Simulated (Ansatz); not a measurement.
Errors in the atomisation enthalpy at 298 K

7 molecules of light elements (H to F); the atomisation enthalpy at 298 K in kJ/mol, computed less measured. Shapes, held fixed at every level: PBE0-D4/def2-TZVP. Flexible molecules stand in one conformer, not always the lowest. Thermal terms are harmonic and unscaled (PBE0-D4/def2-TZVP); the spin-orbit lowering of the free atoms is taken from their spectra. Programs: Ansatz 0.2.0. Measured values: Active Thermochemical Tables, NIST-JANAF tables.

Levels: A = SVWN5/def2-TZVPP; B = SPW92/def2-TZVPP; C = wB97X-V/def2-TZVPP; D = MP2/STO-3G.

| molecule | from tabulated heats | A | B | C | D |
| --- | --- | --- | --- | --- | --- |
| NOF (nitrosyl fluoride) | 867 | +365 | +366 | +34 | -527 |
| BHF2 (SMILES FBF) | 1681 | +255 | +255 | -6 | -119 |
| B(OH)O (oxoborinic acid) | 1847 | +310 | +310 | -26 | -275 |
| CHFO (formyl fluoride) | 1646 | +343 | +343 | 0 | -395 |
| H2O2 (hydrogen peroxide) | 1070 | +271 | +270 | -8 | -353 |
| CH3O (hydroxymethyl radical) | 1636 | +281 | +280 | 0 | -207 |
| H3NO (hydroxylamine) | 1419 | +293 | +293 | +5 | -408 |

Question: Which level does best on this set, which worst, and which err to one side?

Answer: 
```tsv
level	kind	mean error	mean absolute error	worst case
SVWN5/def2-TZVPP	LDA	+302.6	302.6	NOF
SPW92/def2-TZVPP	LDA	+302.4	302.4	NOF
wB97X-V/def2-TZVPP	range-separated hybrid	-0.1	11.3	NOF
MP2/STO-3G	perturbation theory	-326.3	326.3	NOF
```

On this set wB97X-V/def2-TZVPP has the smallest mean absolute error and MP2/STO-3G the largest. SVWN5/def2-TZVPP is too high in 7 of 7; SPW92/def2-TZVPP is too high in 7 of 7; MP2/STO-3G is too low in 7 of 7. Heats of the atoms come from ATcT where it has them, that of boron, 570 kJ/mol, from recent work. The levels differ in basis as well as in method. The tabulated values of NOF, BHF2, B(OH)O are in doubt (older tables, estimates, or at odds with other calculations) and kept here. Over the 4 molecules whose values aren't doubted the mean absolute errors are A 297.0; B 296.5; C 3.2; D 340.8. The largest two are near a tie. Correlated wave functions converge slowly with the basis. Open shells run unrestricted. The set is small.

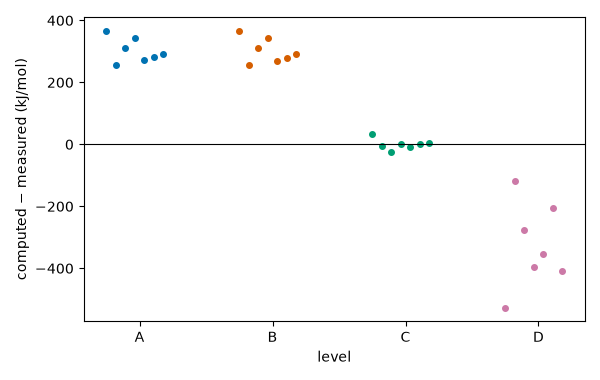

Errors of each level, one point a molecule.
